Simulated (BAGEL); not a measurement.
**CH5AlOS (SMILES C[O][AlH][SH]): HF/3-21G (density fitting with qzvpp-jkfit)**

Aim: the energy change on altering one bond length of CH5AlOS at HF/3-21G (density fitting with qzvpp-jkfit), from 2 runs. 

The results are computed with BAGEL 1.2.2.

1 further run of the same task is left out (set aside as unsound or not needed). Runs told in other sessions of the task aren't counted.

## Step 1: Starting point

The species is CH5AlOS (9 atoms), meant as a singlet with charge 0. As SMILES, `C[O][AlH][SH]`. The coordinates come from a PBE0-D4/def2-TZVP relaxation. This is one conformer, not always the lowest.

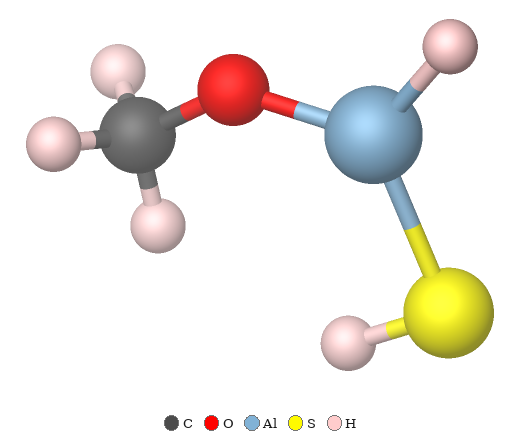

The structure, seen from a chosen angle (carbon dark grey, oxygen red, aluminium light blue, sulfur yellow, hydrogen pink).

## Step 2: The energy at HF/3-21G (density fitting with qzvpp-jkfit)

Input file calc.json:

```json
{ "bagel" : [

{
  "title" : "molecule",
  "basis" : "3-21g",
  "df_basis" : "qzvpp-jkfit",
  "angstrom" : true,
  "geometry" : [
    { "atom" : "C", "xyz" : [    0.612900,    1.288100,    0.163300 ] },
    { "atom" : "O", "xyz" : [    0.207400,    0.389900,   -0.822800 ] },
    { "atom" : "Al", "xyz" : [   -0.503200,   -1.128100,   -0.920600 ] },
    { "atom" : "S", "xyz" : [   -1.045300,   -2.228800,    0.887900 ] },
    { "atom" : "H", "xyz" : [    0.400200,    0.928300,    1.178600 ] },
    { "atom" : "H", "xyz" : [    1.690300,    1.468000,    0.089900 ] },
    { "atom" : "H", "xyz" : [    0.100100,    2.246400,    0.033100 ] },
    { "atom" : "H", "xyz" : [   -0.773800,   -1.748500,   -2.336000 ] },
    { "atom" : "H", "xyz" : [   -0.600000,   -1.261900,    1.709600 ] }
  ]
},
{ "title" : "hf", "charge" : 0 },
{ "title" : "print", "file" : "orbitals.molden", "orbitals" : true }

]}
```

Launch:

```
$ BAGEL_NUM_THREADS=1 BAGEL calc.json > calc.out
```

Output:

```text
* using 1 threads per process

  ===============================================================
  ===============================================================

  *** Geometry ***

  { "atom" : "C", "xyz" : [      1.158213,      2.434156,      0.308592 ] },
  { "atom" : "O", "xyz" : [      0.391929,      0.736804,     -1.554867 ] },
  { "atom" : "Al", "xyz" : [     -0.950910,     -2.131800,     -1.739682 ] },
  { "atom" : "S", "xyz" : [     -1.975331,     -4.211822,      1.677888 ] },
  { "atom" : "H", "xyz" : [      0.756268,      1.754233,      2.227231 ] },
  { "atom" : "H", "xyz" : [      3.194204,      2.774118,      0.169886 ] },
  { "atom" : "H", "xyz" : [      0.189162,      4.245081,      0.062550 ] },
  { "atom" : "H", "xyz" : [     -1.462270,     -3.304186,     -4.414400 ] },
  { "atom" : "H", "xyz" : [     -1.133836,     -2.384645,      3.230676 ] },

  Number of auxiliary basis functions:      498

  Since a DF basis is specified, we compute 2- and 3-index integrals:
    o Being stored without compression. Storage requirement is 0.012 GB

  Number of basis functions:       54
  Number of electrons      :       48

    * METHOD: MOLECULE                             0.19

  *** RHF ***

  === Nuclear Repulsion ===
   198.0351952400

      * DIIS with orbital gradients will be used.

  === RHF iteration (3-21g) ===
      0       -751.10565520          0.02271633           0.04
      1       -751.19419552          0.01456652           0.04
      2       -751.23499333          0.00154863           0.04
      3       -751.23591839          0.00029089           0.04
      4       -751.23597193          0.00007196           0.04
      5       -751.23597633          0.00001428           0.04
      6       -751.23597658          0.00000313           0.04
      7       -751.23597659          0.00000059           0.04
      8       -751.23597659          0.00000031           0.04
      9       -751.23597659          0.00000006           0.04
     10       -751.23597659          0.00000002           0.04
     11       -751.23597659          0.00000001           0.04
    * SCF iteration converged.

    * Permanent dipole moment:
           (   -0.415961,    -0.892249,    -0.189092) a.u.

    * METHOD: HF                                   0.64

    * METHOD: PRINT                                0.01

  ===============================================================
```

Run time: 0.97 s. Hardware: 1 thread of Arm Neoverse V1, shared host.

## Step 3: The distorted shape

Input file hf.json:

```json
{ "bagel" : [

{
  "title" : "molecule",
  "basis" : "3-21g",
  "df_basis" : "qzvpp-jkfit",
  "angstrom" : true,
  "geometry" : [
    { "atom" : "C", "xyz" : [       0.826070,       1.743480,       0.192639 ] },
    { "atom" : "O", "xyz" : [       0.420570,       0.845280,      -0.793461 ] },
    { "atom" : "Al", "xyz" : [      -0.503200,      -1.128100,      -0.920600 ] },
    { "atom" : "S", "xyz" : [      -1.045300,      -2.228800,       0.887900 ] },
    { "atom" : "H", "xyz" : [       0.613370,       1.383680,       1.207939 ] },
    { "atom" : "H", "xyz" : [       1.903470,       1.923380,       0.119239 ] },
    { "atom" : "H", "xyz" : [       0.313270,       2.701780,       0.062439 ] },
    { "atom" : "H", "xyz" : [      -0.773800,      -1.748500,      -2.336000 ] },
    { "atom" : "H", "xyz" : [      -0.600000,      -1.261900,       1.709600 ] }
  ]
},

{
  "title" : "hf"
},

{
  "title" : "print",
  "file" : "orbitals.molden",
  "orbitals" : true
}

]}
```

Launch:

```
$ BAGEL_NUM_THREADS=1 BAGEL hf.json > hf.out
```

Output:

```text
* using 1 threads per process

  ===============================================================
  ===============================================================

  *** Geometry ***

  { "atom" : "C", "xyz" : [      1.561046,      3.294700,      0.364035 ] },
  { "atom" : "O", "xyz" : [      0.794762,      1.597348,     -1.499424 ] },
  { "atom" : "Al", "xyz" : [     -0.950910,     -2.131800,     -1.739682 ] },
  { "atom" : "S", "xyz" : [     -1.975331,     -4.211822,      1.677888 ] },
  { "atom" : "H", "xyz" : [      1.159101,      2.614776,      2.282674 ] },
  { "atom" : "H", "xyz" : [      3.597037,      3.634661,      0.225329 ] },
  { "atom" : "H", "xyz" : [      0.591995,      5.105624,      0.117993 ] },
  { "atom" : "H", "xyz" : [     -1.462270,     -3.304186,     -4.414400 ] },
  { "atom" : "H", "xyz" : [     -1.133836,     -2.384645,      3.230676 ] },

  Number of auxiliary basis functions:      498

  Since a DF basis is specified, we compute 2- and 3-index integrals:
    o Being stored without compression. Storage requirement is 0.012 GB

  Number of basis functions:       54
  Number of electrons      :       48

    * METHOD: MOLECULE                             0.19

  *** RHF ***

  === Nuclear Repulsion ===
   182.7582045413

      * DIIS with orbital gradients will be used.

  === RHF iteration (3-21g) ===
      0       -750.99857995          0.02444932           0.04
      1       -751.07955983          0.01950653           0.04
      2       -751.15949062          0.00205971           0.04
      3       -751.16129869          0.00049858           0.04
      4       -751.16147973          0.00020117           0.04
      5       -751.16152299          0.00006706           0.04
      6       -751.16152947          0.00002020           0.04
      7       -751.16152995          0.00000627           0.04
      8       -751.16152998          0.00000418           0.04
      9       -751.16152999          0.00000085           0.04
     10       -751.16152999          0.00000028           0.04
     11       -751.16152999          0.00000009           0.04
     12       -751.16152999          0.00000003           0.04
     13       -751.16152999          0.00000001           0.04
     14       -751.16152999          0.00000001           0.04
    * SCF iteration converged.

    * Permanent dipole moment:
           (   -0.024653,    -0.055909,    -0.089875) a.u.

    * METHOD: HF                                   0.72

    * METHOD: PRINT                                0.01

  ===============================================================
```

It took 1.1 s on 1 thread of Arm Neoverse V1, shared host.

## Step 4: What came out

At HF/3-21G (density fitting with qzvpp-jkfit):

```
                                                          quantity          value
                                         first shape: total energy  -751.23598 Eh
                                        first shape: dipole moment         2.55 D
                                          first shape: HOMO energy      -10.61 eV
                                          first shape: LUMO energy        2.09 eV
                                        first shape: HOMO–LUMO gap       12.70 eV
                                     distorted shape: total energy  -751.16153 Eh
                                    distorted shape: dipole moment         0.28 D
                                      distorted shape: HOMO energy      -10.30 eV
                                      distorted shape: LUMO energy        1.20 eV
                                    distorted shape: HOMO–LUMO gap       11.50 eV
energy change with the O2–Al3 bond stretched from 1.679 to 2.183 Å       2.026 eV
```

With the O2–Al3 bond stretched from 1.679 to 2.183 Å the energy rises by 2.03 eV (47 kcal/mol). The first shape isn't relaxed at this level, so the change isn't measured from a minimum.
